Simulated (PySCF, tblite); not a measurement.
# C6H18Si4: geometry, infrared bands and NMR shifts, part 2 of 2

tblite 0.8.0 and PySCF 2.14.0. Atoms count from 0. Earlier steps stand in the parts before.

## (5) Nuclear shieldings: PBE0/pcSseg-1

Job settings and geometry (Å):

```
{"job": {"kind": "nmr", "xc": "PBE0", "basis": "pcSseg-1"}, "charge": 0, "multiplicity": 1}
C     -3.252529    -0.731150    -1.158270
C     -2.922891    -0.382365     0.093956
C     -3.271231     0.958909     0.673091
Si    -1.924376    -1.568682     1.162915
Si     0.137683    -0.531875     1.604869
Si     0.868545     0.399979    -0.422916
Si     0.971430    -1.363321    -1.971916
C      2.559211     1.217218    -0.249902
C      2.692523     2.526819    -0.503832
C      3.714593     0.358793     0.179146
H     -3.799126    -0.044416    -1.817268
H     -2.992751    -1.707501    -1.577619
H     -2.363690     1.511648     0.972074
H     -3.826020     1.581761    -0.045422
H     -3.885226     0.853775     1.583160
H     -1.688406    -2.842056     0.413718
H     -2.645018    -1.881100     2.439074
H      1.143311    -1.528497     2.097694
H     -0.011843     0.529762     2.653375
H     -0.134552     1.412026    -0.883666
H      1.835414    -2.459055    -1.426978
H     -0.390080    -1.926574    -2.225891
H      1.555965    -0.907710    -3.272207
H      1.848030     3.149268    -0.815271
H      3.662895     3.030404    -0.407824
H      4.647629     0.938478     0.252429
H      3.882864    -0.470373    -0.529051
H      3.522810    -0.108321     1.159859
```

With the program's defaults for keys left out, this is: GIAO PBE0/pcSseg-1 NMR shielding, non-relativistic, gas phase.

Standard output:

```text
coarse grid: 24176 points
cycle   1  E = -1396.4332759602  dE =  3.214e-01  |g| = 4.504e-01  |ddm| = 4.672e+00
cycle   2  E = -1396.4187679636  dE =  1.451e-02  |g| = 5.040e-01  |ddm| = 9.552e-01
cycle   3  E = -1396.4891117474  dE = -7.034e-02  |g| = 4.655e-02  |ddm| = 6.003e-01
cycle   4  E = -1396.4895048357  dE = -3.931e-04  |g| = 3.023e-02  |ddm| = 8.131e-02
cycle   5  E = -1396.4897172519  dE = -2.124e-04  |g| = 9.713e-03  |ddm| = 3.204e-02
cycle   6  E = -1396.4897413209  dE = -2.407e-05  |g| = 2.830e-03  |ddm| = 1.282e-02
cycle   7  E = -1396.4897435020  dE = -2.181e-06  |g| = 2.913e-04  |ddm| = 3.371e-03
final grid: 211648 points
cycle   8  E = -1396.5467684163  dE = -4.729e-05  |g| = 8.353e-03  |ddm| = 4.112e-02
cycle   9  E = -1396.5467607437  dE =  7.673e-06  |g| = 9.805e-03  |ddm| = 1.828e-02
cycle  10  E = -1396.5467869892  dE = -2.625e-05  |g| = 1.190e-03  |ddm| = 1.037e-02
cycle  11  E = -1396.5467872980  dE = -3.087e-07  |g| = 4.197e-04  |ddm| = 1.267e-03
cycle  12  E = -1396.5467873413  dE = -4.334e-08  |g| = 8.558e-05  |ddm| = 4.355e-04
cycle  13  E = -1396.5467873434  dE = -2.082e-09  |g| = 2.556e-05  |ddm| = 1.591e-04
cycle  14  E = -1396.5467873436  dE = -1.901e-10  |g| = 4.972e-06  |ddm| = 3.487e-05
converged SCF energy = -1396.5467873436

GIAO shielding tensors (ppm)
atom      isotropic    diamagn.    paramagn.     s11        s22        s33       span
  0 C       44.847     253.483    -208.636    -70.145     67.203    137.484    207.629
  1 C       36.608     266.367    -229.759    -80.348     14.338    175.834    256.182
  2 C      157.837     247.744     -89.907    143.829    146.319    183.363     39.535
  3 Si     413.536     883.743    -470.208    364.750    406.941    468.916    104.165
  4 Si     468.785     884.815    -416.030    456.740    473.736    475.879     19.138
  5 Si     417.844     887.387    -469.543    365.706    399.637    488.189    122.484
  6 Si     455.625     883.518    -427.893    444.726    454.940    467.210     22.484
  7 C       34.750     266.483    -231.733    -82.262     15.084    171.427    253.689
  8 C       47.554     251.856    -204.302    -66.707     73.910    135.460    202.167
  9 C      157.761     245.780     -88.019    144.578    145.653    183.052     38.474
 10 H       25.306      30.696      -5.390     21.461     25.238     29.220      7.759
 11 H       25.381      32.177      -6.796     21.372     24.962     29.809      8.437
 12 H       29.358      33.428      -4.070     24.820     30.390     32.863      8.043
 13 H       29.389      29.946      -0.556     26.166     27.122     34.881      8.715
 14 H       29.300      27.481       1.819     25.333     27.428     35.137      9.804
 15 H       27.089      32.189      -5.100     24.801     25.360     31.107      6.306
 16 H       26.812      30.127      -3.315     23.635     24.599     32.202      8.566
 17 H       27.802      32.273      -4.471     24.337     26.124     32.945      8.608
 18 H       27.666      32.282      -4.616     24.404     25.506     33.087      8.683
 19 H       27.165      36.179      -9.015     22.955     27.473     31.066      8.111
 20 H       27.639      31.513      -3.875     24.829     25.931     32.155      7.326
 21 H       27.727      32.853      -5.127     23.400     27.410     32.369      8.969
 22 H       27.654      30.769      -3.115     24.321     25.176     33.467      9.146
 23 H       25.384      33.162      -7.777     22.002     23.567     30.585      8.583
 24 H       25.406      29.121      -3.715     21.756     24.476     29.987      8.231
 25 H       29.399      27.705       1.694     25.640     27.259     35.297      9.656
 26 H       29.406      29.274       0.132     24.684     29.811     33.722      9.038
 27 H       29.249      30.226      -0.977     24.420     29.985     33.343      8.923
```

It took 1.7 min on 1 thread of Arm Neoverse V2, shared host; peak memory 1.5 GiB.

Shifts follow as δ = σ(reference) − σ, with reference shieldings (ppm) from runs at the same level and on the same kind of geometry: ¹H TMS 31.27, ¹³C TMS 184.4, ²⁹Si TMS 352.0. The references are single molecules in the gas phase. Atoms listed in one row are averaged.

| atoms | environment | σ (ppm) | δ (ppm) | δ scaled to CDCl3 |
| --- | --- | --- | --- | --- |
| C7 | fully substituted alkene carbon | 34.7 | 149.7 | 144.8 |
| C1 | fully substituted alkene carbon | 36.6 | 147.8 | 143.0 |
| C0 | terminal =CH2 carbon | 44.8 | 139.6 | 135.0 |
| C8 | terminal =CH2 carbon | 47.6 | 136.9 | 132.4 |
| C9 | allylic methyl carbon | 157.8 | 26.6 | 25.4 |
| C2 | allylic methyl carbon | 157.8 | 26.6 | 25.3 |
| H10 | hydrogen on a terminal =CH2 carbon | 25.31 | 5.96 | 5.87 |
| H11 | hydrogen on a terminal =CH2 carbon | 25.38 | 5.89 | 5.79 |
| H23 | hydrogen on a terminal =CH2 carbon | 25.38 | 5.88 | 5.79 |
| H24 | hydrogen on a terminal =CH2 carbon | 25.41 | 5.86 | 5.77 |
| H16 | hydrogen on a silicon bonded to C, Si | 26.81 | 4.46 | – |
| H15 | hydrogen on a silicon bonded to C, Si | 27.09 | 4.18 | – |
| H19 | hydrogen on a silicon bonded to C, 2 Si | 27.16 | 4.10 | – |
| H18 | hydrogen on a silicon bonded to 2 Si | 27.67 | 3.60 | – |
| H20, H21, H22 | hydrogen on a silicon bonded to Si | 27.67 | 3.59 | – |
| H17 | hydrogen on a silicon bonded to 2 Si | 27.80 | 3.47 | – |
| H12, H13, H14 | hydrogen on an allylic methyl carbon | 29.35 | 1.92 | 2.03 |
| H25, H26, H27 | hydrogen on an allylic methyl carbon | 29.35 | 1.92 | 2.03 |
| Si3 | silicon bonded to C, Si, 2 H | 413.5 | -61.5 | – |
| Si5 | silicon bonded to C, 2 Si, H | 417.8 | -65.9 | – |
| Si6 | silicon bonded to Si, 3 H | 455.6 | -103.6 | – |
| Si4 | silicon bonded to 2 Si, 2 H | 468.8 | -116.8 | – |

The scaled column applies a straight-line fit of computed shieldings to shifts measured in CDCl3 (root-mean-square error 0.21 ppm for H, 2.0 ppm for C).

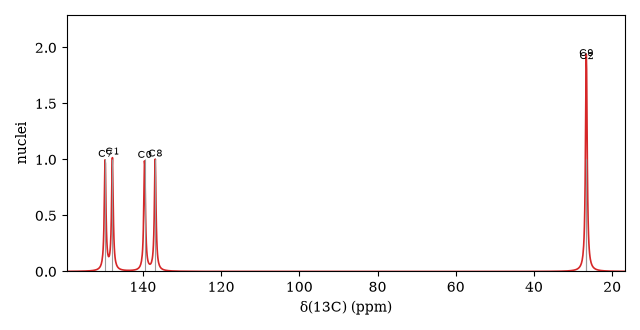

¹³C lines at the computed shifts, without couplings. Lines are broadened to a width of 0.49 ppm (Lorentzian).

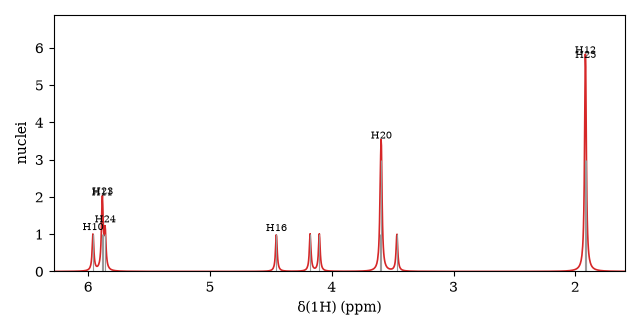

¹H lines at the computed shifts, without couplings. Lines are broadened to a width of 0.02 ppm (Lorentzian).

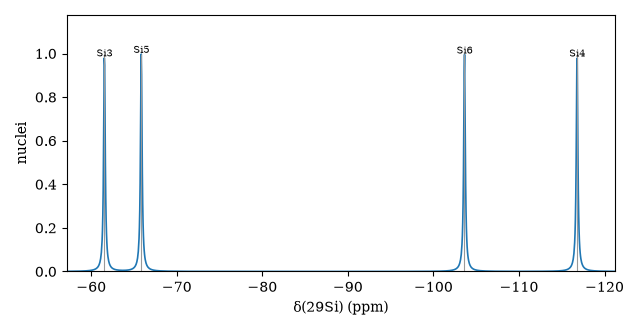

²⁹Si lines at the computed shifts, without couplings. Lines are broadened to a width of 0.22 ppm (Lorentzian).

Charges from the same density, by scheme (e):

| atoms | Mulliken | IAO | Hirshfeld | ESP fit |
| --- | --- | --- | --- | --- |
| C0 | -0.10 | -0.30 | -0.09 | -0.52 |
| C1 | -0.58 | -0.24 | -0.08 | 0.17 |
| C2 | -0.20 | -0.41 | -0.11 | -0.50 |
| Si3 | 0.38 | 0.46 | 0.23 | 0.16 |
| Si4 | -0.01 | 0.11 | 0.13 | 0.12 |
| Si5 | 0.20 | 0.33 | 0.17 | 0.04 |
| Si6 | 0.23 | 0.26 | 0.20 | 0.16 |
| C7 | -0.56 | -0.22 | -0.08 | 0.21 |
| C8 | -0.11 | -0.30 | -0.10 | -0.55 |
| C9 | -0.20 | -0.41 | -0.12 | -0.48 |

Mulliken charges:

C0 -0.10; C1 -0.58; C2 -0.20; Si3 0.38; Si4 -0.01; Si5 0.20; Si6 0.23; C7 -0.56; C8 -0.11; C9 -0.20; H10 0.11; H11 0.13; H12 0.14; H13 0.12; H14 0.14; H15 -0.05; H16 -0.04; H17 -0.02; H18 -0.02; H19 -0.02; H20 -0.06; H21 -0.07; H22 -0.05; H23 0.12; H24 0.11; H25 0.12; H26 0.14; H27 0.14

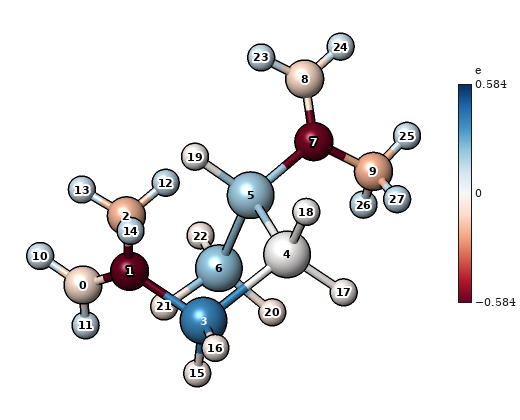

Mulliken charges, as colours on the atoms.

Mayer bond orders: C0–C1 1.96, C1–C2 1.04, C1–Si3 0.86, Si3–Si4 0.88, Si4–Si5 0.85, Si5–Si6 0.89, Si5–C7 0.85, C7–C8 1.97, C7–C9 1.04.

The fields below are evaluated on a grid from the run's orbitals.

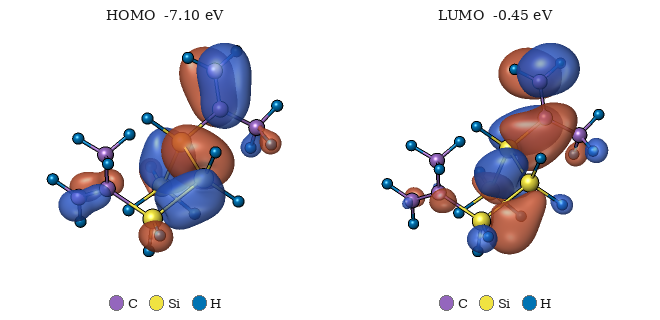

Frontier orbitals at PBE0/pcSseg-1; each surface holds 70 % of the orbital's density, blue and red mark the sign.

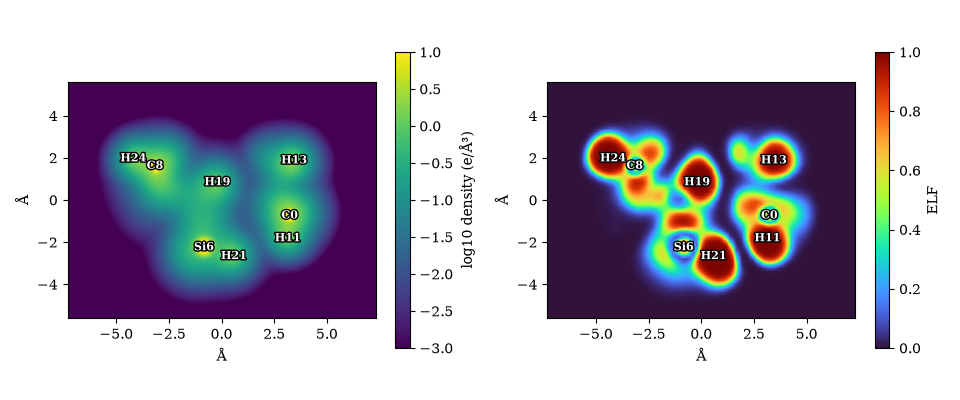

Density (left) and ELF (right) in a plane through or near 8 of the atoms.

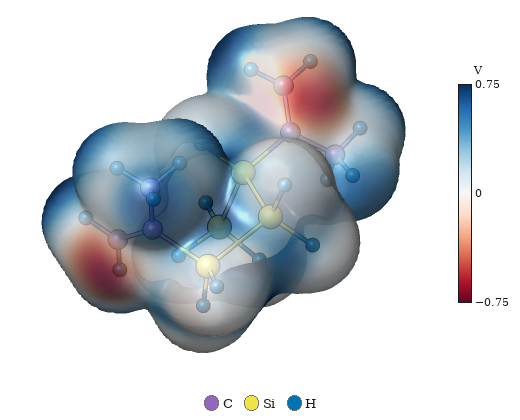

The potential that a unit positive charge feels on the 0.002 e/bohr³ surface, from -0.54 V near C8 to 0.75 V near H10.

## (6) Shielding tensors: PBE/pcSseg-1

Settings changed since step 5:

```diff
@@ -1,2 +1,2 @@
-{"job": {"kind": "nmr", "xc": "PBE0", "basis": "pcSseg-1"}, "charge": 0, "multiplicity": 1}
+{"job": {"kind": "nmr", "xc": "PBE", "basis": "pcSseg-1", "pop": false}, "charge": 0, "multiplicity": 1}
 C     -3.252529    -0.731150    -1.158270
```

Method: GIAO PBE/pcSseg-1 NMR shielding, non-relativistic, gas phase.

Standard output:

```text
coarse grid: 24176 points
cycle   1  E = -1396.1956666804  dE =  1.984e-01  |g| = 6.718e-01  |ddm| = 4.772e+00
cycle   2  E = -1395.9855521589  dE =  2.101e-01  |g| = 1.080e+00  |ddm| = 1.946e+00
cycle   3  E = -1396.3192348939  dE = -3.337e-01  |g| = 1.184e-01  |ddm| = 1.493e+00
cycle   4  E = -1396.3226416255  dE = -3.407e-03  |g| = 6.826e-02  |ddm| = 2.307e-01
cycle   5  E = -1396.3236551775  dE = -1.014e-03  |g| = 2.746e-02  |ddm| = 7.574e-02
cycle   6  E = -1396.3238681139  dE = -2.129e-04  |g| = 9.395e-03  |ddm| = 4.087e-02
cycle   7  E = -1396.3238925962  dE = -2.448e-05  |g| = 1.447e-03  |ddm| = 1.165e-02
cycle   8  E = -1396.3238931485  dE = -5.523e-07  |g| = 4.443e-04  |ddm| = 2.387e-03
final grid: 211648 points
cycle   9  E = -1396.4013053281  dE = -4.750e-05  |g| = 1.478e-02  |ddm| = 5.715e-02
cycle  10  E = -1396.4012066507  dE =  9.868e-05  |g| = 2.353e-02  |ddm| = 3.994e-02
cycle  11  E = -1396.4013614278  dE = -1.548e-04  |g| = 3.200e-03  |ddm| = 2.771e-02
cycle  12  E = -1396.4013638125  dE = -2.385e-06  |g| = 1.133e-03  |ddm| = 3.621e-03
cycle  13  E = -1396.4013641401  dE = -3.276e-07  |g| = 2.986e-04  |ddm| = 1.411e-03
cycle  14  E = -1396.4013641705  dE = -3.040e-08  |g| = 4.185e-05  |ddm| = 4.811e-04
cycle  15  E = -1396.4013641709  dE = -3.979e-10  |g| = 1.601e-05  |ddm| = 6.208e-05
converged SCF energy = -1396.4013641709

GIAO shielding tensors (ppm)
atom      isotropic    diamagn.    paramagn.     s11        s22        s33       span
  0 C       43.147     253.066    -209.919    -63.756     62.430    130.766    194.522
  1 C       32.806     265.140    -232.334    -76.773      7.006    168.186    244.959
  2 C      152.310     248.258     -95.948    137.547    140.010    179.371     41.824
  3 Si     398.630     884.783    -486.153    347.681    392.038    456.172    108.491
  4 Si     454.114     885.802    -431.688    441.736    458.996    461.610     19.873
  5 Si     401.455     888.419    -486.963    348.941    382.802    472.624    123.683
  6 Si     442.477     884.502    -442.025    430.709    440.324    456.399     25.691
  7 C       30.436     265.453    -235.017    -79.274      7.202    163.381    242.655
  8 C       46.148     251.080    -204.931    -59.943     69.455    128.933    188.876
  9 C      152.267     246.151     -93.884    138.297    139.594    178.910     40.614
 10 H       25.272      30.726      -5.454     21.596     25.388     28.831      7.235
 11 H       25.341      32.348      -7.008     21.492     24.979     29.551      8.059
 12 H       29.188      34.082      -4.894     24.831     30.386     32.348      7.517
 13 H       29.354      29.921      -0.567     26.450     27.117     34.496      8.046
 14 H       29.181      27.215       1.966     25.393     27.446     34.704      9.311
 15 H       26.931      32.342      -5.412     24.681     25.308     30.803      6.122
 16 H       26.603      30.030      -3.427     23.516     24.486     31.808      8.292
 17 H       27.628      32.403      -4.775     24.272     26.051     32.561      8.289
 18 H       27.478      32.427      -4.949     24.304     25.394     32.736      8.432
 19 H       26.980      36.443      -9.463     22.961     27.277     30.702      7.742
 20 H       27.500      31.696      -4.196     24.786     25.846     31.868      7.081
 21 H       27.547      33.070      -5.524     23.314     27.289     32.038      8.724
 22 H       27.513      30.827      -3.315     24.286     25.066     33.186      8.900
 23 H       25.353      33.410      -8.057     22.114     23.669     30.275      8.161
 24 H       25.380      28.871      -3.491     21.902     24.660     29.580      7.678
 25 H       29.369      27.321       2.049     25.971     27.269     34.868      8.896
 26 H       29.252      29.472      -0.221     24.692     29.765     33.299      8.607
 27 H       29.092      30.605      -1.513     24.420     29.937     32.920      8.501
```

Run time: 92 s. Hardware: 1 thread of Arm Neoverse V2, shared host; peak memory 1.2 GiB.

This run: δ C7 149.6, C1 147.2, C0 136.9, C8 133.9, H10 5.93, H11 5.86 ppm.

## (7) Run by run: NMR shifts

Shifts (ppm) of some atoms, chosen among heavy atoms and hydrogens apart, with basis size and wall time:

| run | C0 | C8 | H16 | H18 | Si3 | Si6 | Si4 | functions | time |
| --- | --- | --- | --- | --- | --- | --- | --- | --- | --- |
| PBE0/pcSseg-1 | 139.6 | 136.9 | 4.46 | 3.60 | -61.5 | -103.6 | -116.8 | 288 | 1.7 min |
| PBE/pcSseg-1 | 136.9 | 133.9 | 4.59 | 3.72 | -64.0 | -107.9 | -119.5 | 288 | 92 s |

## (8) Results

What follows sums up all 2 parts.

| quantity | value |
| --- | --- |
| strongest single infrared mode (GFN2-xTB) | 561 cm⁻¹, 748 km/mol |
| zero-point energy (GFN2-xTB) | 127.3 kcal/mol |
| point group | C1 |
| rotational constants (main isotopes) | 0.98, 0.39, 0.37 GHz |
| ¹³C shifts against TMS (PBE0/pcSseg-1) | 149.7, 147.8, 139.6, 136.9, 26.6, 26.6 ppm |
| ¹H shifts against TMS (PBE0/pcSseg-1, means over atoms taken as alike) | 5.96, 5.89, 5.88, 5.86, 4.46, 4.18, 4.10, 3.60, 3.59, 3.47, 1.92, 1.92 ppm |
| ²⁹Si shifts against TMS (PBE0/pcSseg-1) | -61.5, -65.9, -103.6, -116.8 ppm |
| surface potential, least and greatest | -0.54 V and 0.75 V |
| range of the shift of Si6 | -107.9 to -103.6 ppm |

What this shows: Relaxing lowered the energy by 0.189 eV in 122 steps; the close pair that moved most is Si4–Si5, from 2.308 to 2.340 Å (GFN2-xTB). The lowest mode is slightly imaginary (12i cm⁻¹), a soft motion within the noise of the Hessian, so the minimum is not strictly shown. The strongest single mode, at 561 cm⁻¹, is spread over many atoms; the largest shares are those of H19, H18. Unscaled tight-binding wavenumbers are off by several per cent, some by more. Its intensities can rank the bands wrongly. The optimisation took 10 steps and gained 0.383 eV; among the close pairs (by a distance rule), Si3–Si4 changed most, from 2.281 to 2.350 Å (PBE0/def2-SVP). At PBE0/pcSseg-1, counted by nearest atom on the grid, the HOMO lies on C8 20 %; Si4, Si5 about 13 % each, the LUMO on C7, C8 about 21 % each; Si4, Si5 about 8 % each. In ppm, Si6 moves most: its shift spreads over 4.2 ppm, from -107.9 (PBE/pcSseg-1) to -103.6 (PBE0/pcSseg-1).
